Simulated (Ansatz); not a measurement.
A computed series for MgSe: pressure series

Consider MgSe in the rock salt structure (space group Fm-3m, No. 225; a = 5.472 Å).

Cell and atoms are relaxed at each pressure.

The values are results of Kohn–Sham DFT with the r2SCAN functional, run in Ansatz (a first-principles code) with PAW and 500 eV plane waves, no spin-orbit coupling, not measurements.

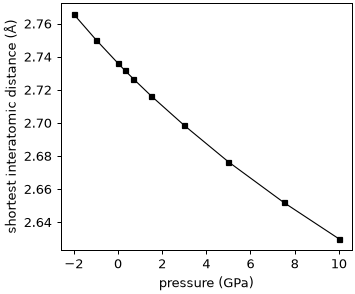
Shortest interatomic distance against pressure

Task: From the plot, what is the shortest interatomic distance for pressure −1 GPa?

Result: About 2.75 Å.

Task: Is the trend monotonic over the range shown?

Result: Yes, it falls throughout, spanning 4.970 bohr to 5.226 bohr.

Load acts through the strain it causes; cell and atoms are relaxed under it. No phonon test of stability was made. Competing high-pressure phases were not computed.
